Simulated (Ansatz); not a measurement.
# AlSiH₅ (singlet): one geometry, many settings at distance Al1–H4 along a hydrogen transfer = 2.161 Å

What do other methods and options give for AlSiH₅ (singlet) at this geometry, and how long do they take?

Method: the settings change from run to run; program: Ansatz 0.2.0, Gaussian basis.

6 further runs of the same task are left out: 5 that didn't finish, 1 set aside as unsound or not needed.

**1. The geometry**

The geometry derives from fragments relaxed apart (PBE0/def2-TZVP) and kept rigid, so it is no stationary point. A hydrogen atom is moved between rigid fragments.

7 atoms, charge 0, spin multiplicity 1.

Atoms are counted from 1 here; the program's logs count them from 0.

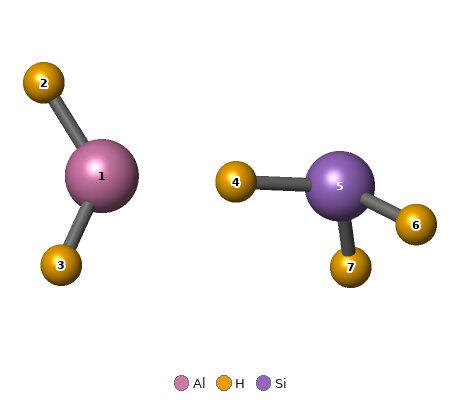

The structure; aluminium pink, hydrogen amber, silicon purple; atoms are numbered from 1 in the order of the file.

Coordinates:

```xyz
7
AlH5Si
Al   -1.9487    0.0293    0.0000
H    -2.7417    1.4027    0.0000
H    -2.7417   -1.3441    0.0000
H     0.2123    0.0293    0.0000
Si    1.8823    0.0293    0.0000
H     2.4944   -0.8450    1.0900
H     2.4944   -0.8450   -1.0900
```

**2. NEVPT2(4,7)/STO-3G**

in.yaml

```yaml
crystal:
  periodic: [false, false, false]
  atoms:
    - {symbol: Al, position_ang: [-1.948736, 0.029322, 0.000000]}
    - {symbol: H, position_ang: [-2.741660, 1.402706, 0.000000]}
    - {symbol: H, position_ang: [-2.741660, -1.344062, 0.000000]}
    - {symbol: H, position_ang: [0.212264, 0.029322, 0.000000]}
    - {symbol: Si, position_ang: [1.882264, 0.029322, 0.000000]}
    - {symbol: H, position_ang: [2.494444, -0.844962, 1.090012]}
    - {symbol: H, position_ang: [2.494444, -0.844962, -1.090012]}
basis:
  gaussian: {orbitals: STO-3G}
hamiltonian: {pseudopotentials: {relativity: none}}
correlation: {method: sc_nevpt2, electrons: outside_noble_gas, active_space: {window: {electrons: 4, orbitals: 7}}}
accuracy: high
output: {forces: true}
```

Started as:

```console
> ansatz run in.yaml --threads 1 --pin off --events-out ev --progress --plain --max-ram 2393MiB
```

The log of the run (excerpt; [...] marks lines left out):

```text
Functional definition: HF
  name "HF"
  cite "Fock, Z. Phys. 61, 126 (1930) doi:10.1007/BF01340294"
  parent pbe
[...]
378 factors; integrals over basis functions are off by at most 5.7e-9 eV
[...]
mean field -14348.20741338 eV, -527.2868968774 hartree, gradient 1.3e-8 eV, S^2 0.000000; 0 other end points of the search recorded, 0 dependent functions left out; unrestricted orbitals would lower it
reference -14348.20741338 eV, -527.2868968774 hartree; 16, 16 occupied and 7, 7 virtual orbitals, 378 factors
state -14350.00477820 eV, -527.3529488164 hartree
state -14350.00477820 eV, -527.3529488164 hartree; corrected -14351.26636824 eV, -527.3993113951 hartree
state -14349.91875727 eV, -527.3497876055 hartree
state -14349.91875727 eV, -527.3497876055 hartree; corrected -14351.29265951 eV, -527.4002775814 hartree
state -14349.91875727 eV, -527.3497876055 hartree; corrected -14351.29265951 eV, -527.4002775814 hartree
[...]
WARN: the results are in doubt because the forces break the atoms' symmetry
WARN: the results are in doubt because another end's mean lies 0.086 eV lower, and its corrected mean 0.026 eV higher
Total energy: -14351.29265951 eV, -527.4002775814 hartree
Atom 0 at    -1.948736     0.029322     0.000000 Å, force     0.419157    -0.136998     0.102207 eV/Å
Atom 1 at    -2.741660     1.402706     0.000000 Å, force     0.752280    -1.521314    -0.037014 eV/Å
Atom 2 at    -2.741660    -1.344062     0.000000 Å, force     0.697878     1.499988    -0.036763 eV/Å
Atom 3 at     0.212264     0.029322     0.000000 Å, force    -0.376946    -0.291490    -0.027258 eV/Å
Atom 4 at     1.882264     0.029322     0.000000 Å, force     0.691593    -0.977674    -0.320679 eV/Å
Atom 5 at     2.494444    -0.844962     1.090012 Å, force    -1.004504     0.585450    -0.414514 eV/Å
Atom 6 at     2.494444    -0.844962    -1.090012 Å, force    -1.179458     0.842039     0.734021 eV/Å
Dipole moment:    -0.212171     0.101552    -0.001726 e Å
In doubt: the forces break the atoms' symmetry
In doubt: another end's mean lies 0.086 eV lower, and its corrected mean 0.026 eV higher
```

Wall time 2 s (1 thread of AMD EPYC 9R45, shared host).

From the report: 441 determinants; active occupations 1.97, 1.70, 0.30, 0.03, 0.00, 0.00, 0.00. The program marks this result as in doubt; its last lines say why.

**3. NEVPT4(SD)(2,6)/6-31G**

in.yaml, as its differences from that of step 2:

```diff
@@ -11,6 +11,4 @@
 basis:
-  gaussian: {orbitals: STO-3G}
-hamiltonian: {pseudopotentials: {relativity: none}}
-correlation: {method: sc_nevpt2, electrons: outside_noble_gas, active_space: {window: {electrons: 4, orbitals: 7}}}
-accuracy: high
-output: {forces: true}
+  gaussian: {orbitals: 6-31G}
+correlation: {method: fic_nevpt4_sd, electrons: outside_noble_gas, active_space: {window: {electrons: 2, orbitals: 6}}}
+scf: {lower_state_search: off}
```

The command is unchanged.

The log of the run (excerpt; [...] marks lines left out):

```text
Functional definition: HF
  name "HF"
  cite "Fock, Z. Phys. 61, 126 (1930) doi:10.1007/BF01340294"
  parent pbe
[...]
438 factors; integrals over basis functions are off by at most 1.9e-4 eV
[...]
mean field -14517.69470942 eV, -533.5154401243 hartree, gradient 2.0e-6 eV, S^2 0.000000; 0 other end points of the search recorded, 0 dependent functions left out
reference -14517.69470942 eV, -533.5154401243 hartree; 16, 16 occupied and 20, 20 virtual orbitals, 438 factors
state -14518.40240808 eV, -533.5414475703 hartree
state -14518.40240808 eV, -533.5414475703 hartree; corrected -14521.55487095 eV, -533.6572984439 hartree
Total energy: -14521.55487095 eV, -533.6572984439 hartree
Checks for a lower state left out: stability, starts, cluster_reference, orbital_swaps, neighbouring_geometries, increment
```

It took 0.9 s on 1 thread of AMD EPYC 9R45, shared host.

From the report: 26 determinants; active occupations 1.79, 0.20, 0.00, 0.00, 0.00, 0.00.

**4. CCSDT on RHF/STO-3G**

in.yaml, as its differences from that of step 3:

```diff
@@ -11,4 +11,5 @@
 basis:
-  gaussian: {orbitals: 6-31G}
-correlation: {method: fic_nevpt4_sd, electrons: outside_noble_gas, active_space: {window: {electrons: 2, orbitals: 6}}}
-scf: {lower_state_search: off}
+  gaussian: {orbitals: STO-3G}
+magnetization: {spin_polarized: false}
+correlation: {method: ccsdt, electrons: valence}
+scf: {omitted_lower_state_checks: [cluster_reference]}
```

Same command.

The log of the run (excerpt; [...] marks lines left out):

```text
Functional definition: HF
  name "HF"
  cite "Fock, Z. Phys. 61, 126 (1930) doi:10.1007/BF01340294"
  parent pbe
[...]
375 factors; integrals over basis functions are off by at most 2.6e-8 eV
[...]
mean field -14348.20741337 eV, -527.2868968772 hartree, gradient 4.8e-7 eV, S^2 0.000000; 0 other end points of the search recorded, 0 dependent functions left out; unrestricted orbitals would lower it
10 core orbitals not correlated: weight in the atoms' cores, before any rotation towards them, 1.000 or more for the frozen orbitals, at most 0.000 for the correlated occupied ones
reference -14348.20741337 eV, -527.2868968772 hartree; 6, 6 occupied and 7, 7 virtual orbitals, 375 factors
second order -2.44655919 eV of doubles, -0.00000000 eV of singles
cycle   1  -3.14358498 eV  change   -7.0e-1 eV  update   1.2e-1
[...]
cycle  16  -3.97858647 eV  change    4.4e-7 eV  update   7.6e-7
Total energy: -14352.18599984 eV, -527.4331072331 hartree
Checks for a lower state left out: cluster_reference
```

Run time: 0.24 s. Hardware: 1 thread of AMD EPYC 9R45, shared host.

From the report: correlation -3.9786 eV; T1 0.048; largest double amplitude 0.41.

**5. CCSD(T)/cc-pVDZ**

in.yaml, as its differences from that of step 4:

```diff
@@ -11,5 +11,5 @@
 basis:
-  gaussian: {orbitals: STO-3G}
-magnetization: {spin_polarized: false}
-correlation: {method: ccsdt, electrons: valence}
-scf: {omitted_lower_state_checks: [cluster_reference]}
+  gaussian: {orbitals: cc-pVDZ, fitting: {mean_field: def2-universal-jkfit}}
+magnetization: {spin_polarized: true, initial_magnetization: 0}
+hamiltonian: {xc: {name: PBE0}}
+correlation: {method: ccsd_t, electrons: valence}
```

Same command.

The log of the run (excerpt; [...] marks lines left out):

```text
Functional definition: PBE0
  name "PBE0"
  cite "Adamo & Barone, J. Chem. Phys. 110, 6158 (1999) doi:10.1063/1.478522"
  cite "Perdew, Burke & Ernzerhof, Phys. Rev. Lett. 77, 3865 (1996) doi:10.1103/PhysRevLett.77.3865"
  parent pbe
[...]
346 factors; integrals over basis functions are off by at most 4.1e-1 eV
[...]
mean field -14545.40299788 eV, -534.5337009440 hartree, gradient 7.4e-6 eV, S^2 0.402260; 8 other end points of the search recorded, 0 dependent functions left out
10 core orbitals not correlated: weight in the atoms' cores, before any rotation towards them, 1.000 or more for the frozen orbitals, at most 0.000 for the correlated occupied ones
reference -14520.04281453 eV, -533.6017313956 hartree; 6, 6 occupied and 45, 45 virtual orbitals, 346 factors
second order -4.91064722 eV of doubles, -0.22725747 eV of singles
cycle   1  -5.93705050 eV  change   -8.0e-1 eV  update   7.6e-2
[...]
cycle  16  -6.31163841 eV  change    5.6e-6 eV  update   5.3e-6
perturbative correction -0.20320200 eV, -0.0074675358 hartree
Total energy: -14526.55765495 eV, -533.8411473650 hartree
```

Run time: 3.8 s. Hardware: 1 thread of AMD EPYC 9R45, shared host.

From the report: ⟨S²⟩ of the determinant 0.402 (pure singlet: 0.00); correlation -6.5148 eV; T1 0.032; largest double amplitude 0.17. The orbitals are Kohn-Sham ones, so correlation energy and T1 don't compare with those on Hartree-Fock orbitals.

**6. CCSDTQ on RHF/STO-3G**

in.yaml, as its differences from that of step 5:

```diff
@@ -11,5 +11,5 @@
 basis:
-  gaussian: {orbitals: cc-pVDZ, fitting: {mean_field: def2-universal-jkfit}}
-magnetization: {spin_polarized: true, initial_magnetization: 0}
-hamiltonian: {xc: {name: PBE0}}
-correlation: {method: ccsd_t, electrons: valence}
+  gaussian: {orbitals: STO-3G}
+magnetization: {spin_polarized: false}
+correlation: {method: ccsdtq, electrons: valence}
+output: {forces: true}
```

Same command.

The log of the run (excerpt; [...] marks lines left out):

```text
Functional definition: HF
  name "HF"
  cite "Fock, Z. Phys. 61, 126 (1930) doi:10.1007/BF01340294"
  parent pbe
[...]
375 factors; integrals over basis functions are off by at most 2.6e-8 eV
[...]
mean field -14348.20741337 eV, -527.2868968772 hartree, gradient 4.8e-7 eV, S^2 0.000000; 1 other end points of the search recorded, 0 dependent functions left out; unrestricted orbitals would lower it
[...]
10 core orbitals not correlated: weight in the atoms' cores, before any rotation towards them, 1.000 or more for the frozen orbitals, at most 0.000 for the correlated occupied ones
reference -14348.20741337 eV, -527.2868968772 hartree; 6, 6 occupied and 7, 7 virtual orbitals, 375 factors
second order -2.44655919 eV of doubles, -0.00000000 eV of singles
cycle   1  -3.14358469 eV  change   -7.0e-1 eV  update   1.2e-1
[...]
cycle  17  -3.98808476 eV  change   -1.8e-7 eV  update   7.2e-7
[...]
Total energy: -14352.19549813 eV, -527.4334562889 hartree
Atom 0 at    -1.948736     0.029322     0.000000 Å, force     0.557331    -0.158522     0.000000 eV/Å
Atom 1 at    -2.741660     1.402706     0.000000 Å, force     0.544038    -1.176807     0.000000 eV/Å
Atom 2 at    -2.741660    -1.344062     0.000000 Å, force     0.510469     1.181705     0.000000 eV/Å
Atom 3 at     0.212264     0.029322     0.000000 Å, force    -0.335785    -0.242067     0.000000 eV/Å
Atom 4 at     1.882264     0.029322     0.000000 Å, force     0.664744    -0.835979     0.000000 eV/Å
Atom 5 at     2.494444    -0.844962     1.090012 Å, force    -0.970399     0.615836    -0.427086 eV/Å
Atom 6 at     2.494444    -0.844962    -1.090012 Å, force    -0.970399     0.615836     0.427086 eV/Å
Dipole moment:    -0.176401     0.102933     0.000000 e Å
```

It took 4.6 s on 1 thread of AMD EPYC 9R45, shared host.

From the report: correlation -3.9881 eV; T1 0.048; largest double amplitude 0.42.

**7. HF/cc-pVDZ**

in.yaml, as its differences from that of step 6:

```diff
@@ -11,5 +11,5 @@
 basis:
-  gaussian: {orbitals: STO-3G}
+  gaussian: {orbitals: cc-pVDZ}
 magnetization: {spin_polarized: false}
-correlation: {method: ccsdtq, electrons: valence}
-output: {forces: true}
+hamiltonian: {xc: hf}
+output: {orbitals: {seedname: orbitals}}
```

Same command.

The log of the run:

```text
Functional definition: HF
  name "HF"
  cite "Fock, Z. Phys. 61, 126 (1930) doi:10.1007/BF01340294"
  parent pbe
  exchange = exact_x
  correlation = 0
578 factors; integrals over basis functions are off by at most 1.3e-3 eV
mean field evaluation 1: about -14518.7006 eV, gradient 1.4e1 eV
mean field evaluation 2: about -14518.7026 eV, gradient 1.4e1 eV
mean field evaluation 4: about -14520.0619 eV, gradient 1.4e0 eV
mean field evaluation 8: about -14520.0841 eV, gradient 7.4e-4 eV
mean field evaluation 16: about -14513.5689 eV, gradient 2.1e1 eV
mean field -14520.08409990 eV, -533.6032486048 hartree, gradient 1.2e-5 eV, S^2 0.000000; 0 other end points of the search recorded, 0 dependent functions left out
reference -14520.08409990 eV, -533.6032486048 hartree; 16, 16 occupied and 45, 45 virtual orbitals, 578 factors
Total energy: -14520.08409990 eV, -533.6032486048 hartree
```

Wall time 0.24 s (1 thread of AMD EPYC 9R45, shared host).

**8. CCSD(T)/cc-pVDZ**

in.yaml, as its differences from that of step 7:

```diff
@@ -13,3 +13,4 @@
 magnetization: {spin_polarized: false}
-hamiltonian: {xc: hf}
-output: {orbitals: {seedname: orbitals}}
+hamiltonian: {xc: {name: B3LYP}}
+correlation: {method: ccsd_t, electrons: outside_noble_gas}
+output: {forces: true}
```

Launched as before.

The log of the run (excerpt; [...] marks lines left out):

```text
Functional definition: B3LYP
  name "B3LYP"
  cite "Stephens, Devlin, Chabalowski & Frisch, J. Phys. Chem. 98, 11623 (1994) doi:10.1021/j100096a001"
  cite "Becke, Phys. Rev. A 38, 3098 (1988) doi:10.1103/PhysRevA.38.3098"
  cite "Lee, Yang & Parr, Phys. Rev. B 37, 785 (1988) doi:10.1103/PhysRevB.37.785"
  cite "Vosko, Wilk & Nusair, Can. J. Phys. 58, 1200 (1980) doi:10.1139/p80-159"
[...]
578 factors; integrals over basis functions are off by at most 1.3e-3 eV
[...]
mean field -14553.46112893 eV, -534.8298317979 hartree, gradient 3.5e-6 eV, S^2 0.000000; 1 other end points of the search recorded, 0 dependent functions left out; unrestricted orbitals would lower it
[...]
10 core orbitals not correlated: weight in the atoms' cores, before any rotation towards them, 1.000 or more for the frozen orbitals, at most 0.000 for the correlated occupied ones
[...]
second order -5.34282268 eV of doubles, -0.25444196 eV of singles
cycle   1  -6.35004844 eV  change   -7.6e-1 eV  update   8.7e-2
[...]
cycle  14  -6.72884162 eV  change   -1.6e-6 eV  update   1.4e-6
perturbative correction -0.22850429 eV, -0.0083973776 hartree
[...]
Total energy: -14526.57659733 eV, -533.8418434844 hartree
Atom 0 at    -1.948736     0.029322     0.000000 Å, force     0.820291    -0.436243    -0.000000 eV/Å
Atom 1 at    -2.741660     1.402706     0.000000 Å, force     0.158370     0.148901     0.000000 eV/Å
Atom 2 at    -2.741660    -1.344062     0.000000 Å, force    -0.028423    -0.079610     0.000000 eV/Å
Atom 3 at     0.212264     0.029322     0.000000 Å, force    -0.839473     0.114271    -0.000000 eV/Å
Atom 4 at     1.882264     0.029322     0.000000 Å, force     0.873542     0.322786    -0.000000 eV/Å
Atom 5 at     2.494444    -0.844962     1.090012 Å, force    -0.492154    -0.035052     0.263521 eV/Å
Atom 6 at     2.494444    -0.844962    -1.090012 Å, force    -0.492154    -0.035052    -0.263521 eV/Å
Dipole moment:    -0.491378     0.078341    -0.000000 e Å
```

Wall time 2.4 s (1 thread of AMD EPYC 9R45, shared host).

From the report: correlation -6.9573 eV; T1 0.016; largest double amplitude 0.20. The orbitals are Kohn-Sham ones, so correlation energy and T1 don't compare with those on Hartree-Fock orbitals.

**9. CCSDT(Q)/B on UHF/6-31G**

in.yaml, as its differences from that of step 8:

```diff
@@ -11,6 +11,7 @@
 basis:
-  gaussian: {orbitals: cc-pVDZ}
-magnetization: {spin_polarized: false}
-hamiltonian: {xc: {name: B3LYP}}
-correlation: {method: ccsd_t, electrons: outside_noble_gas}
+  gaussian: {orbitals: 6-31G}
+magnetization: {spin_polarized: true, initial_magnetization: 0}
+correlation: {method: ccsdt_q_b, electrons: outside_noble_gas}
+accuracy: high
+scf: {lower_state_search: light}
 output: {forces: true}
```

Same command.

The log of the run (excerpt; [...] marks lines left out):

```text
Functional definition: HF
  name "HF"
  cite "Fock, Z. Phys. 61, 126 (1930) doi:10.1007/BF01340294"
  parent pbe
[...]
828 factors; integrals over basis functions are off by at most 3.4e-9 eV
[...]
mean field -14518.11292436 eV, -533.5308092398 hartree, gradient 2.6e-8 eV, S^2 0.782603; 11 other end points of the search recorded, 0 dependent functions left out
determinant -14518.11292436 eV, -533.5308092398 hartree, with singles and doubles -14521.48526396 eV, -533.6547404345 hartree
determinant -14516.92890450 eV, -533.4872973126 hartree, with singles and doubles -14520.32086829 eV, -533.6119496828 hartree
determinant -14516.53187476 eV, -533.4727067387 hartree, with singles and doubles -14520.52366132 eV, -533.6194021890 hartree
determinant -14517.69486609 eV, -533.5154458819 hartree, with singles and doubles -14521.54077559 eV, -533.6567804489 hartree
[...]
second order -2.33796431 eV of doubles, -0.00000000 eV of singles
cycle   1  -2.96086643 eV  change   -6.2e-1 eV  update   8.0e-2
[...]
cycle  38  -3.57939859 eV  change   6.3e-10 eV  update  2.5e-10
perturbative correction -0.01332774 eV, -0.0004897854 hartree
[...]
Total energy: -14521.70565069 eV, -533.6628394973 hartree
Atom 0 at    -1.948736     0.029322     0.000000 Å, force     1.035744    -0.389357     0.000000 eV/Å
Atom 1 at    -2.741660     1.402706     0.000000 Å, force    -0.152307     0.584188    -0.000000 eV/Å
Atom 2 at    -2.741660    -1.344062     0.000000 Å, force    -0.318111    -0.529467    -0.000000 eV/Å
Atom 3 at     0.212264     0.029322     0.000000 Å, force    -0.581057     0.160672    -0.000000 eV/Å
Atom 4 at     1.882264     0.029322     0.000000 Å, force     0.529279     0.653523     0.000000 eV/Å
Atom 5 at     2.494444    -0.844962     1.090012 Å, force    -0.256774    -0.239780     0.647091 eV/Å
Atom 6 at     2.494444    -0.844962    -1.090012 Å, force    -0.256774    -0.239780    -0.647091 eV/Å
Dipole moment:    -0.398516     0.031960    -0.000000 e Å
```

Wall time 59 s (1 thread of AMD EPYC 9R45, shared host); peak memory 1.5 GiB.

From the report: ⟨S²⟩ of the determinant 0.783 (pure singlet: 0.00); correlation -3.5927 eV; T1 0.099; largest double amplitude 0.39. The determinant is far from a pure spin state, so its energy mixes those of several spin states (harmless only where they are near-degenerate, as at dissociation).

**10. All runs side by side**

Where basis and cores are those of an earlier RCCSDT(Q)/cc-pVDZ run (-14526.7383 eV), and the state is the same kind, the miss against it is given. † marks a result that the program doubts.

```csv
level,correlated,functions,energy (eV),from RCCSDT(Q) (meV),time
"NEVPT2(4,7)/STO-3G †",outside noble gas,23,-14351.2927,,2 s
"NEVPT4(SD)(2,6)/6-31G",outside noble gas,36,-14521.5549,,0.9 s
CCSDT on RHF/STO-3G,valence,23,-14352.1860,,0.24 s
CCSD(T)/cc-pVDZ (on PBE0 orbitals),valence,61,-14526.5577,180.6,3.8 s
CCSDTQ on RHF/STO-3G,valence,23,-14352.1955,,4.6 s
HF/cc-pVDZ,,61,-14520.0841,6654.2,0.24 s
CCSD(T)/cc-pVDZ (on B3LYP orbitals),outside noble gas,61,-14526.5766,161.7,2.4 s
CCSDT(Q)/B on UHF/6-31G,outside noble gas,36,-14521.7057,,59 s
```

**11. Summary of results**

| quantity | value |
| --- | --- |
| runs | 8 |
| quickest | CCSDT on RHF/STO-3G, 0.24 s |
| slowest | CCSDT(Q)/B on UHF/6-31G, 59 s |

In words: Total energies in different bases, with other cores or another treatment of relativity can't be set against each other. CCSDT(Q)/B on UHF/6-31G took 246 times as long as CCSDT on RHF/STO-3G; the jobs differ in more than the method. Among the correlated runs with a miss given, it spans +162 to +181 meV. Hartree-Fock, CASSCF and CASCI lack dynamic correlation by design. Cores frozen from Kohn-Sham orbitals shift the total energy.
